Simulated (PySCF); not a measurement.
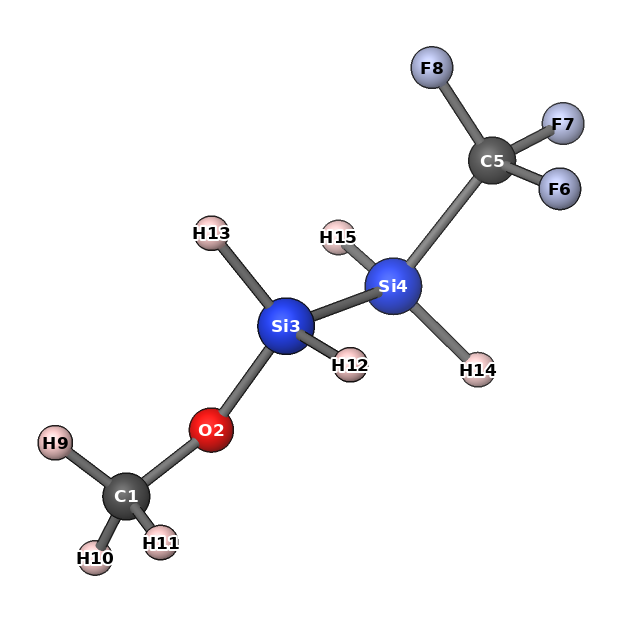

Computed geometry: GFN2-xTB optimisation. No frequency run is at hand to confirm it as a minimum. Electric field gradients from the ground-state density, PBE0/pcSseg-1 (PySCF 2.14.0), non-relativistic apart from any core potentials.

Give the largest field-gradient component, the quadrupole coupling constant and the asymmetry for 17O at O2 (Q = −25.6 mb), 2H at H9 (Q = 2.86 mb), 2H at H10 (Q = 2.86 mb), 2H at H12 (Q = 2.86 mb), 2H at H14 (Q = 2.86 mb).

| atom | V_zz (a.u.) | e²qQ/h (MHz) | η |
| --- | --- | --- | --- |
| O2 | 1.744 | −10.49 | 0.35 |
| H9 | 0.298 | 0.200 | 0.08 |
| H10 | 0.302 | 0.203 | 0.07 |
| H12 | 0.152 | 0.102 | 0.04 |
| H14 | 0.158 | 0.106 | 0.02 |

The geometry is semi-empirical. Around Si such bond lengths and angles can be off by a tenth of an ångström or more and by several degrees, and values that hang on the shape move with them.
